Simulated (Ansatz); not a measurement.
## Electronic structure of Cl₂Zn···PH₃ in real space

Input

```
crystal:
  periodic: [false, false, false]
  atoms:
    - { symbol: Zn, position_ang: [0.33831, -0.007761, 0.132943] }
    - { symbol: Cl, position_ang: [0.811116, -0.027958, 2.284979] }
    - { symbol: Cl, position_ang: [0.033062, -0.011911, -1.951644] }
    - { symbol: P, position_ang: [-3.006382, 0.191197, 1.103466] }
    - { symbol: H, position_ang: [-2.954302, -0.963259, 0.242462] }
    - { symbol: H, position_ang: [-3.282249, -0.632148, 2.255386] }
    - { symbol: H, position_ang: [-1.594955, 0.139741, 1.370107] }
basis:
  gaussian: { orbitals: def2-SVP }
hamiltonian:
  xc: pbe
relax:
  f_tol: 0.03
  max_steps: 50
output:
  orbitals: {}
```

Launched as:

```sh
ansatz run input.yaml --threads 2 --pin off --max-ram 3072MiB --backend cpu --events-out ev --progress --plain --runs-dir out
```

The fields are those of the run's last geometry, not of the input's.

Level of theory: Ansatz, RKS PBE/def2-SVP.

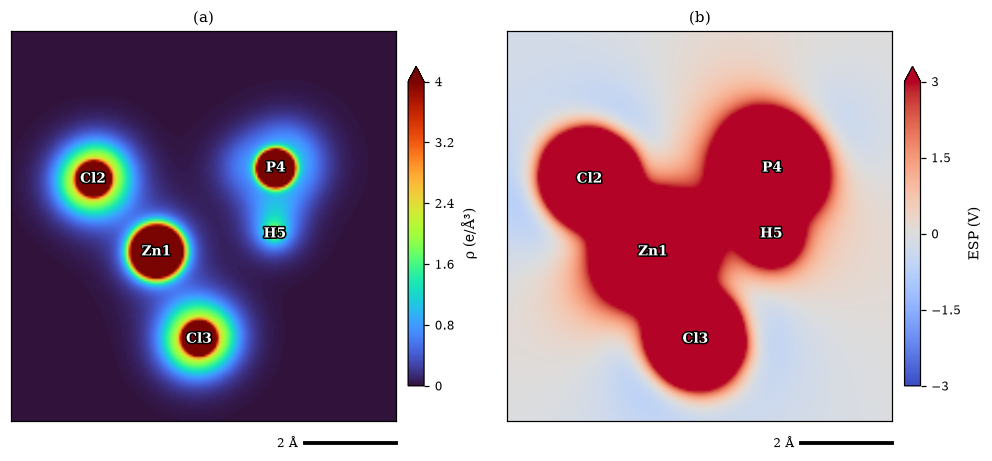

Figure 1. (a) electron density; (b) molecular electrostatic potential on the plane of atoms Cl2, Zn1 and Cl3.

Interpret the plot.

Answer.
- The plane passes through Zn, Cl, P and H nuclei.
- Zn1···H5 (2.63 Å): the density falls to about 0.09 e/Å³ on the way.
- Zn–Cl (2.12 Å): ρ at the midpoint is about 0.65 e/Å³.
- P–H (1.44 Å): ρ is about 1 e/Å³ halfway.
- Outside the dense part of the complex the potential is most negative (−0.7 V) near Cl2.

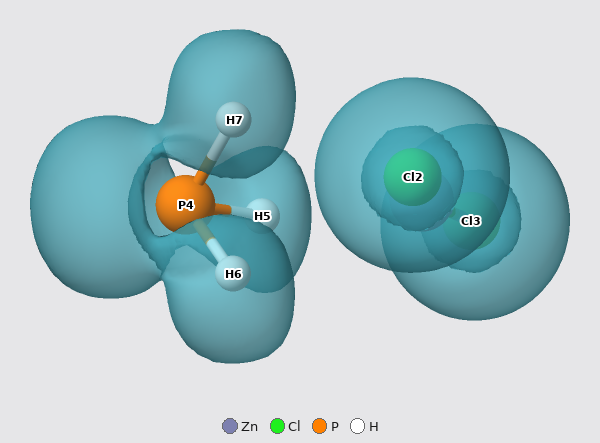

Figure 2. Isosurface of the ELF at 0.75 (cyan), seen from one side. Only the valence region is drawn (cores and ρ < 0.01 e/Å³ removed).

Describe the localisation domains.

Answer. The ELF exceeds this value in two regions wrapped around Cl (the valence shell of each) and one joined region spread over several atoms (H, P), in which their bonds and any lone pairs are merged.


Zn1···H5 (2.63 Å): the ELF dips to about 0.05 between them. Zn–Cl (2.12 Å): the ELF peaks at about 0.80 in the valence shell of Cl, 0.8 Å from its nucleus, and is about 0.45 at the midpoint.

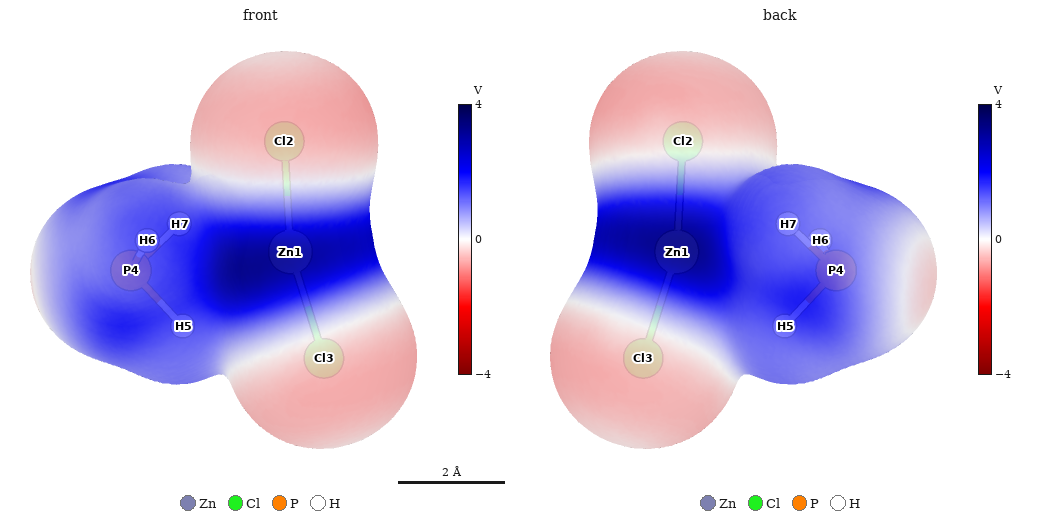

Figure 3. The electrostatic potential painted on the density surface at 0.004 e/bohr³, seen from the front and from behind; red is negative and blue positive.

Where is the surface potential most negative and most positive?

Answer. The most negative region (about −0.7 V) lies over Cl2, the most positive (about +3.3 V) over Zn1.
